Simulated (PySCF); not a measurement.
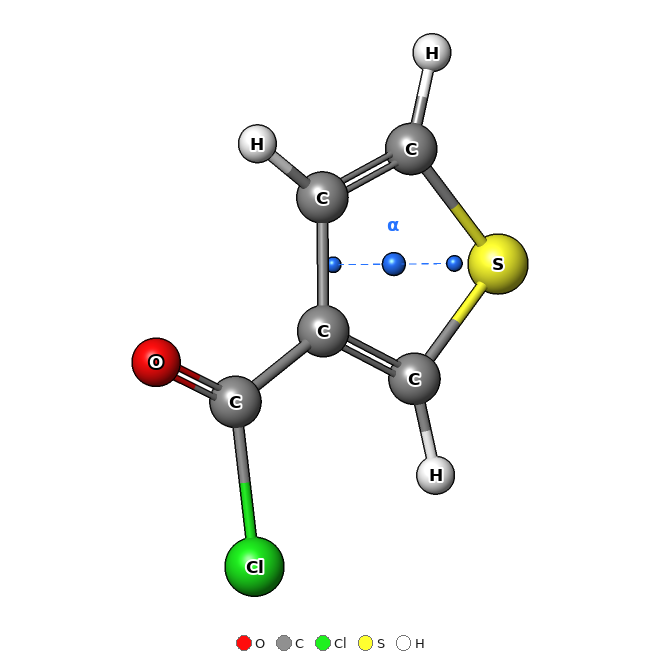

The small points mark where nucleus-independent chemical shifts (NICS) were computed: at the centre of each lettered ring and 1 Å above and below it. The computed structure is the end point of a GFN2-xTB optimisation. No frequency run is at hand to confirm it as a minimum. Level of theory: GIAO PBE0/pcSseg-1 NMR shielding, non-relativistic, gas phase (PySCF 2.14.0).

Give NICS(0), NICS(1) and the out-of-plane component NICS(1)zz for each ring (means of the two sides).

```tsv
ring	members	NICS(0)	NICS(1)	NICS(1)zz
α	C4S	−12.1	−11.2	−25.3
```

Values in ppm.

What do the values say about the ring currents?

Answer. Ring α: diatropic, as in an aromatic ring. NICS is one index among several.
